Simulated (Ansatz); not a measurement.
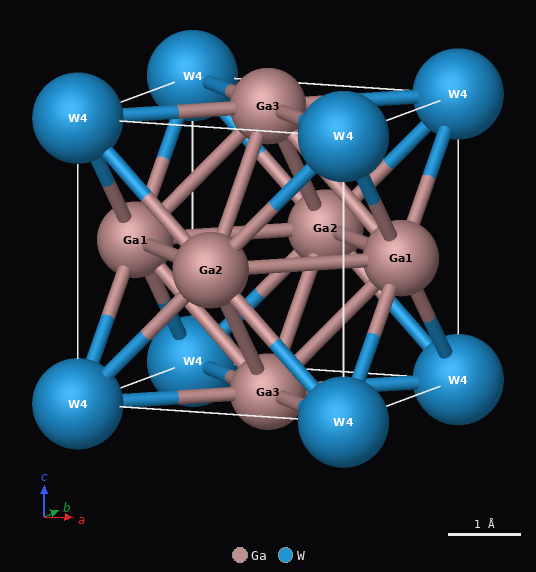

This is the input geometry for a relaxation of solid Ga3W (built on the Cu3Au (L1_2)_221 type) (coarse preliminary run). Style: ball-and-stick. Shown: the cell of the calculation, slightly off an axis.

Case: Cu3Au (L1_2) type (Pm-3m, No. 221).

Level of theory: DFT PBE, scalar-relativistic, plane waves, PAW (Ansatz).

Input
```yaml
crystal:
  lattice:
    - [4.0651971057, 0.0, 0.0]
    - [0.0, 4.0651971057, 0.0]
    - [0.0, 0.0, 4.0651971057]
  atoms:
    - { symbol: Ga, position: [0.0, 0.5, 0.5] }
    - { symbol: Ga, position: [0.5, 0.0, 0.5] }
    - { symbol: Ga, position: [0.5, 0.5, 0.0] }
    - { symbol: W, position: [0.0, 0.0, 0.0] }
basis:
  ecutwfc: 420
kpoints:
  mp_grid: { grid: [4, 4, 4] }
hamiltonian:
  xc: pbe
scf:
  occupations: { method: gaussian, width: 0.1 }
  lower_state_search: "off"
output:
  forces: true
  stress: true
  eigenvalues: true
relax:
  adjacent_minimum: "off"
  f_tol: 0.04
  max_steps: 70
  cell: { stress_tol: 0.4 }
```

Command:
```bash
ansatz run input.yaml --threads 1 --pin off --max-ram 2560MiB --backend cpu --events-out ev --progress --plain --runs-dir out
```

**What does the optimiser find from here?**

The atoms keep their places relative to the cell (all moves are under 0.005 Å). The drawn cell changes as follows: a = b = c 4.065 → 3.979 Å (−2.1 %); the volume changes by −6.3 %. Some distances before and after: Ga1–W4 2.875 → 2.813 Å, Ga1–Ga2 2.875 → 2.813 Å. The space group stays Pm-3m (No. 221). After 2 accepted moves (4 points after the start) the energy has fallen by 23.8 meV per atom. All forces vanish by symmetry, so only the cell relaxes. Pressure: −6.93 GPa at the start and 0.13 GPa at the end. The line search rejected the trial step at point 1 of the run. The SCF was repeated once at an unchanged geometry on a basis and grid sized afresh for the cell, which shifted the energy by 0.4 meV per atom at most. Cost: 9.1 s on 1 thread of Arm Neoverse V1, on a shared host, peak memory 0.33 GiB.

History of the run:

```tsv
step	E − E(0), meV/atom	pressure, GPa	volume, Å³/atom	note
0	0.00	-6.93	16.795	
1	0.63	9.16	14.821	rejected
2	-23.83	-0.97	15.884	
3	-24.26	0.13	15.745	
4	-23.82	0.13	15.745	same geometry, new basis
```

Final geometry:

```xyz
4
Lattice="3.9786 0.0000 0.0000 0.0000 3.9786 0.0000 0.0000 0.0000 3.9786" Properties=species:S:1:pos:R:3 pbc="T T T"
Ga    3.9786    1.9893    1.9893
Ga    1.9893    3.9786    1.9893
Ga    1.9893    1.9893    3.9786
W     3.9786    3.9786    3.9786
```

After the run, drawn alike:

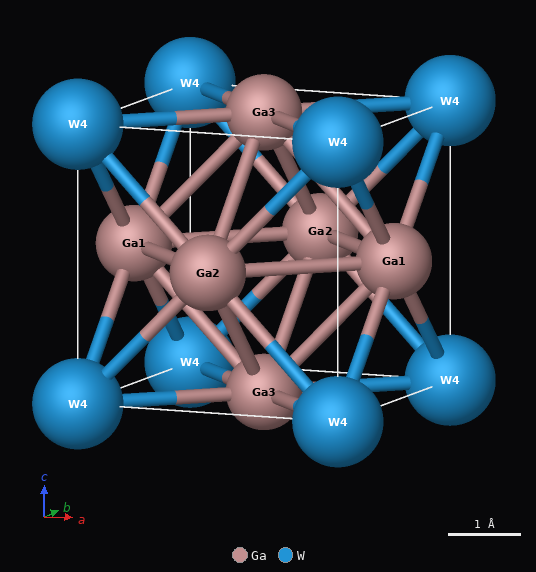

Limits of the set-up: the k-point mesh is coarse for a cell with partly filled bands.
